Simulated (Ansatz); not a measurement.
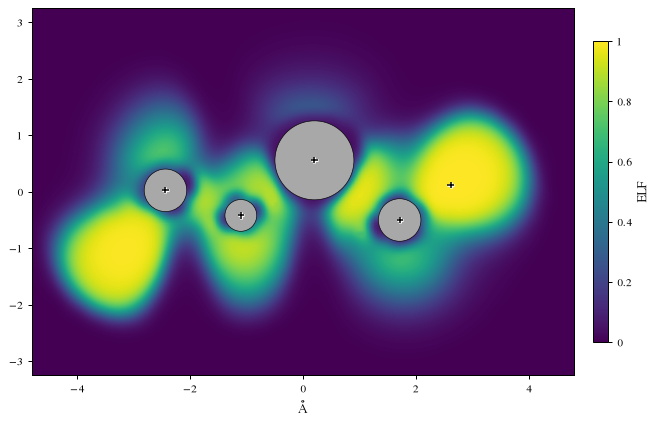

The electron localisation function on a plane through atoms (crosses mark nuclei in the plane; grey discs cover the cores).

Theory: RKS PBE0-D4/def2-TZVPP (Ansatz 0.2.0).

Candidates:
A. C2H7FOSi (SMILES CO[SiH](C)F)
B. CH4Cl3NSi (SMILES CN[Si](Cl)(Cl)Cl)
C. C2H11N3Si (SMILES CC[Si](N)(N)N)

> Which system is this?

Candidate A: C2H7FOSi on the plane of atoms O2, Si3 and C4, which holds C, O, Si and H. C–O (1.41 Å): the ELF peaks at about 0.90 between the atoms, as expected for a polar covalent bond. Si–O (1.63 Å): the ELF peaks at about 0.90 between the atoms; a short, strongly polar bond.
